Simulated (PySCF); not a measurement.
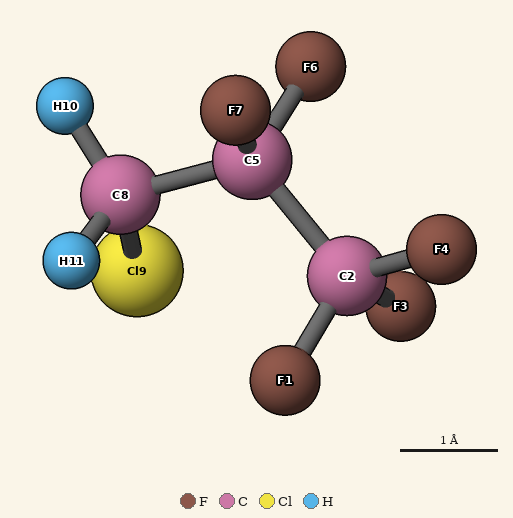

Fig. 1: The input geometry (ball-and-stick view, seen at a tilt; atoms are numbered from 1 in the order of the input).

# NMR shielding calculation of C₃H₂ClF₅

The run: NMR shielding calculation of C₃H₂ClF₅ (3-chloro-1,1,1,2,2-pentafluoropropane), SMILES FC(F)(F)C(F)(F)CCl. Method and program: GIAO PBE0/pcSseg-1 NMR shielding, non-relativistic, gas phase (PySCF 2.14.0).

The geometry comes from this level: GFN2-xTB. Figures and captions count atoms from 1; the log counts them from 0 in places.

**Output**
```
coarse grid: 11552 points
cycle   1  E = -1073.8229704151  dE =  1.481e+00  |g| = 1.126e+00  |ddm| = 2.914e+00
cycle   2  E = -1073.5178881941  dE =  3.051e-01  |g| = 1.834e+00  |ddm| = 1.542e+00
cycle   3  E = -1074.0366463899  dE = -5.188e-01  |g| = 6.157e-02  |ddm| = 9.669e-01
cycle   4  E = -1074.0370475469  dE = -4.012e-04  |g| = 4.345e-02  |ddm| = 7.422e-02
cycle   5  E = -1074.0373556308  dE = -3.081e-04  |g| = 1.111e-02  |ddm| = 3.158e-02
cycle   6  E = -1074.0373740812  dE = -1.845e-05  |g| = 2.122e-03  |ddm| = 8.527e-03
cycle   7  E = -1074.0373747527  dE = -6.715e-07  |g| = 4.981e-04  |ddm| = 2.029e-03
final grid: 114136 points
cycle   8  E = -1074.1216020424  dE = -5.683e-05  |g| = 7.333e-03  |ddm| = 2.187e-02
cycle   9  E = -1074.1215931206  dE =  8.922e-06  |g| = 1.042e-02  |ddm| = 1.055e-02
cycle  10  E = -1074.1216117286  dE = -1.861e-05  |g| = 8.323e-04  |ddm| = 6.030e-03
cycle  11  E = -1074.1216118216  dE = -9.302e-08  |g| = 1.880e-04  |ddm| = 8.584e-04
cycle  12  E = -1074.1216118268  dE = -5.165e-09  |g| = 7.964e-05  |ddm| = 1.725e-04
cycle  13  E = -1074.1216118278  dE = -9.636e-10  |g| = 1.675e-05  |ddm| = 5.400e-05
```

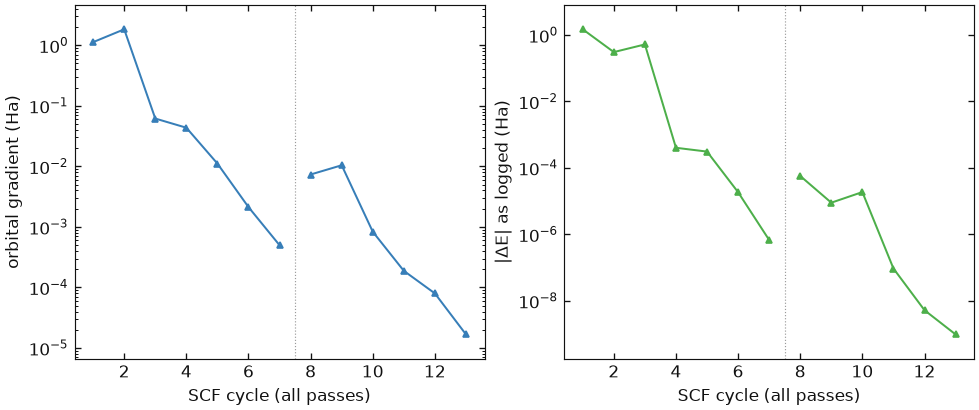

Fig. 2: Convergence of the self-consistent field: orbital gradient and size of the energy change against the SCF cycle. The dotted line marks the change from a coarse to the final integration grid. The first 7 cycles use a coarse grid, the final grid takes over at cycle 8, and the field converges after 13 cycles in all.

```
converged SCF energy = -1074.1216118278

GIAO shielding tensors (ppm)
atom      isotropic    diamagn.    paramagn.     s11        s22        s33       span
  0 F      268.116     472.996    -204.880    191.031    262.834    350.483    159.452
  1 C       58.740     240.931    -182.190     49.197     60.348     66.675     17.479
  2 F      254.195     471.321    -217.125    180.063    257.422    325.101    145.038
  3 F      270.037     469.629    -199.592    195.065    267.177    347.869    152.803
  4 C       65.257     240.629    -175.371     49.826     70.599     75.346     25.520
  5 F      308.915     471.882    -162.967    220.587    341.548    364.609    144.022
  6 F      301.324     471.948    -170.624    210.112    340.824    353.037    142.925
  7 C      137.894     248.360    -110.466    117.307    136.455    159.919     42.612
  8 Cl     885.199    1145.643    -260.444    755.207    819.107   1081.284    326.077
  9 H       27.687      27.488       0.199     22.061     27.149     33.849     11.789
 10 H       27.682      28.429      -0.746     23.335     26.704     33.008      9.673
```

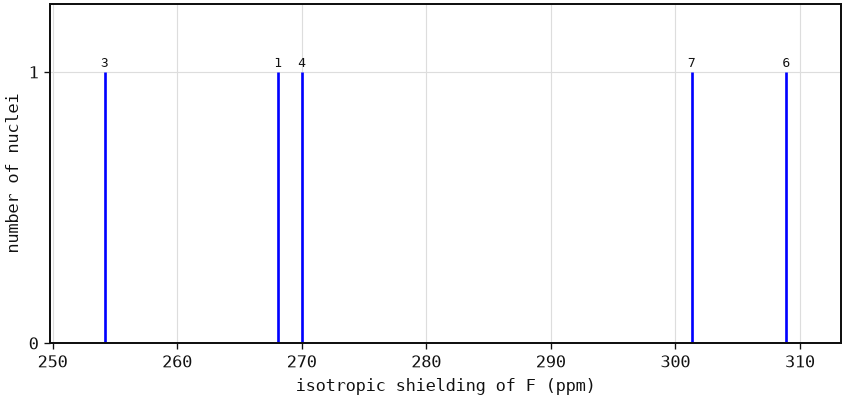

Fig. 3: Isotropic shieldings of the fluorine nuclei in this fixed geometry, labelled by atom number; shielding grows to the right, so chemical shift grows to the left. The least shielded is F3 (254.2 ppm), the most shielded F6 (308.9 ppm).

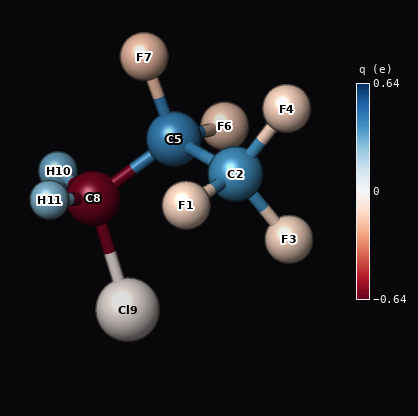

Fig. 4: ESP-fitted charges, as the colour of each atom (ball-and-stick view, seen at a tilt; atoms are numbered from 1 in the order of the input). By element: F −0.18 to −0.13, C −0.61 to +0.42, Cl −0.04 and H +0.27 to +0.30 e.

This output came from the following input.

**The input**
```
{"job": {"kind": "nmr", "xc": "PBE0", "basis": "pcSseg-1"}, "charge": 0, "multiplicity": 1}
F      1.350306    -1.284066     0.457693
C      1.283450    -0.069040    -0.094393
F      1.510162    -0.200935    -1.395852
F      2.270942     0.658555     0.417174
C     -0.100221     0.585875     0.193953
F     -0.234049     1.663143    -0.606423
F     -0.061202     1.065731     1.463304
C     -1.285875    -0.363760     0.064192
Cl    -1.321120    -1.115146    -1.547488
H     -2.203833     0.209811     0.203398
H     -1.203136    -1.147498     0.818479
```

The first line tells a small driver script what to run in PySCF; the rest is the geometry in Å.

Launched with:
```bash
OMP_NUM_THREADS=1 python <driver script> task.json out
```

**Key numbers**

```json
{"quantity": "outcome", "value": "converged"}
{"quantity": "total energy", "value": "−1074.121612 hartree"}
{"quantity": "HOMO", "value": "−9.26 eV"}
{"quantity": "LUMO", "value": "−0.01 eV"}
{"quantity": "dipole moment", "value": "2.04 D"}
{"quantity": "isotropic shielding, F", "value": "254.2 to 308.9 ppm"}
{"quantity": "isotropic shielding, C", "value": "58.7 to 137.9 ppm"}
{"quantity": "isotropic shielding, Cl", "value": "885.2 ppm"}
{"quantity": "isotropic shielding, H", "value": "27.7 ppm"}
{"quantity": "hardware", "value": "1 CPU thread, shared host"}
{"quantity": "wall time", "value": "20 s"}
{"quantity": "peak memory", "value": "0.72 GiB"}
```
